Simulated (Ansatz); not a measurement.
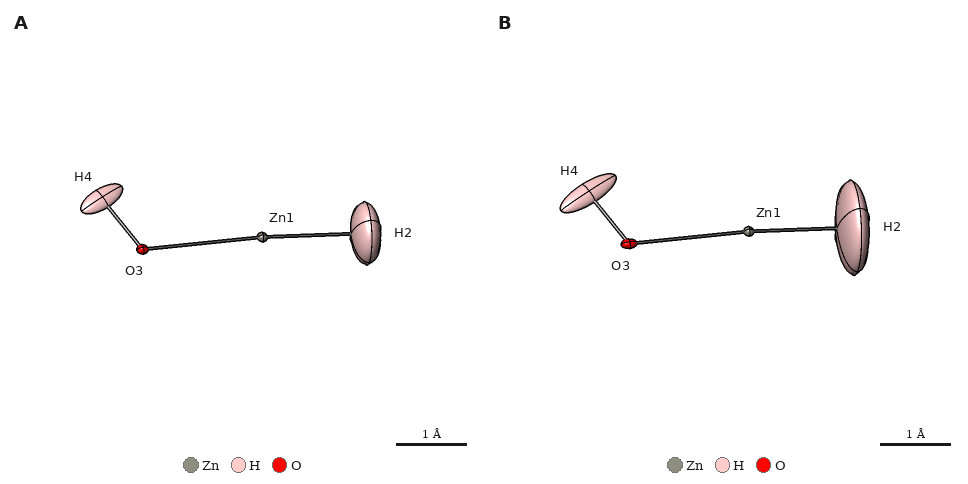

Displacement ellipsoids at the 50 % level, scaled by 1.5, from the internal vibrations of the free molecule (harmonic, no overall translation or rotation; no half-axis is drawn under 0.075 Å). Vibrations computed with RKS PBE0-D4/def2-TZVP (Ansatz 0.2.0). One panel is for 298 K, the other for 900 K.

> Which panel is for 900 K?

B.

> How much does the mean-square displacement of H2 grow, and why?

U_eq goes from 0.0283 to 0.0602 Å², a factor of 2.1. Modes below kT (626 cm⁻¹ at 900 K) grow about in proportion to T, and the lowest lies at 471 cm⁻¹; the mean-square amplitude of a mode is its zero-point value times coth(ħω/2kT), which comes close to 1 only above about 3kT.
